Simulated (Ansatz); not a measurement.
**CsPbCl3 (cubic perovskite): energy against volume**

CsPbCl₃ (cubic perovskite)

Space group Pm-3m (No. 221); a = 5.619 Å, b = 5.619 Å, c = 5.619 Å, α = 90.00°, β = 90.00°, γ = 90.00°

```
atom  site  symmetry       x       y       z
----  ----  --------  ------  ------  ------
Cs      1a      m-3m  0.0000  0.0000  0.0000
Pb      1b      m-3m  0.5000  0.5000  0.5000
Cl      3c    4/mm.m  0.0000  0.5000  0.5000
```

The volume is varied about the relaxed value V₀ at fixed cell shape. Symmetry pins the atoms to their sites.

Method: PBEsol (plane waves to 420 eV, PAW, scalar-relativistic; Ansatz, a first-principles code). k mesh 6×6×6 (Γ-centred), Fermi-Dirac smearing 0.05 eV. Energies are smeared free energies. Compression counts positive. CsPbCl3 was relaxed with its symmetry unable to fall. Spin-orbit coupling is left out, though Pb is heavy. The PAW data are Ansatz's earlier set. This is a high-temperature form of CsPbCl3. The zero of ΔE is the relaxed starting cell.

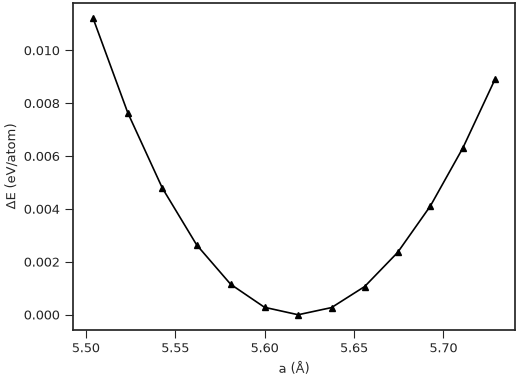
ΔE (eV/atom) against a (Å); computed points joined by lines.

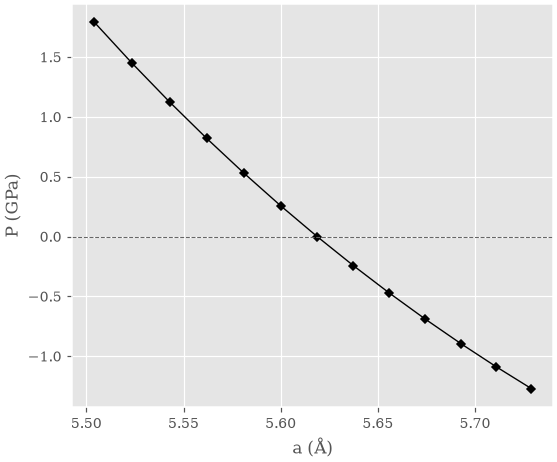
Fig. 1. P (GPa) against a (Å); computed points joined by lines.

The pressure for 5 % compression (fit) is 1.4 GPa and the energy cost of the largest expansion is 8.9 meV/atom. The pressure derivative B₀′ (fit) is 4.7, the pressure at the smallest volume is 1.79 GPa and the bulk modulus B₀ (third-order Birch-Murnaghan fit) is 25.0 GPa.

P = (3B₀/2)(x⁷ − x⁵)[1 + ¾(B₀′ − 4)(x² − 1)] with x = (1/0.95)^(1/3), B₀ = 25.0 GPa and B₀′ = 4.72.

(A scan under strain: stresses follow from slopes of the energy per volume, elastic moduli from its curvatures.)
